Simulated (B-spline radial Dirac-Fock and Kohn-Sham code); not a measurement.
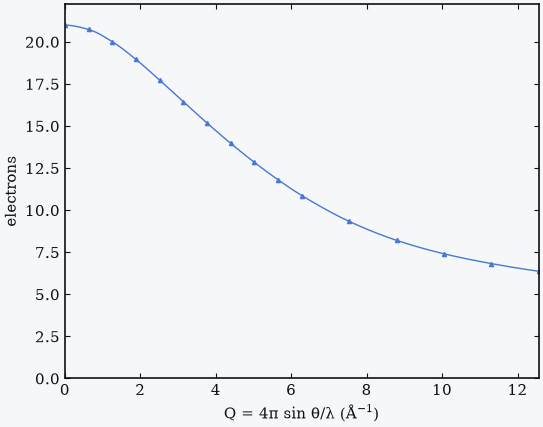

The X-ray form factor f against Q. It refers to Mn⁴⁺ in the configuration [Ar] 3d2 4s1, which is not the ground configuration. The calculation used the spherical Dirac–Fock density (average of configuration) (a radial B-spline solver).

Question: What is f at Q = 12.6 Å⁻¹?

Answer: 6.37 electrons.

Question: Where has f fallen to half its forward value?

Answer: Near Q = 6.58 Å⁻¹.
